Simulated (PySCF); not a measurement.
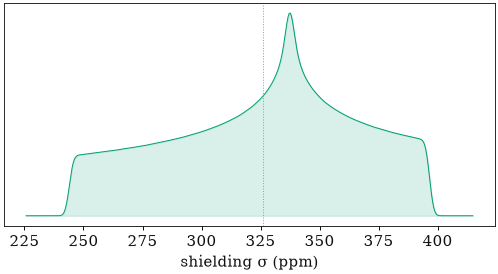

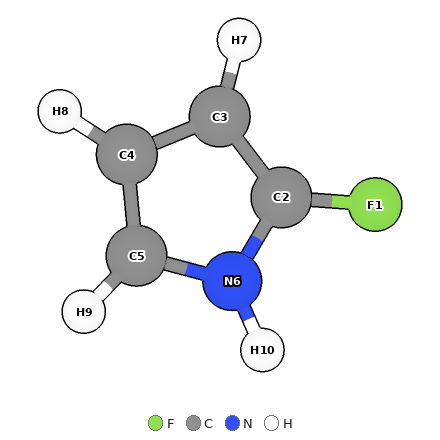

Static powder pattern (¹⁹F) from GIAO shielding tensors of C₄H₄FN, SMILES Fc1ccc[nH]1, PBE0/def2-TZVP with PySCF, at a PBE0-D3(BJ)/def2-SVP geometry (no frequency check); absolute shielding, one fixed geometry of the isolated molecule without any motion, no dipolar terms. The dotted line is the isotropic value; skew is 3(σiso − σ22)/span.

### The pattern belongs to F1. Give the principal values, span and skew.

F1: σ11, σ22, σ33 = 244, 337, 397 ppm, isotropic 326, span 153 ppm, skew −0.22.
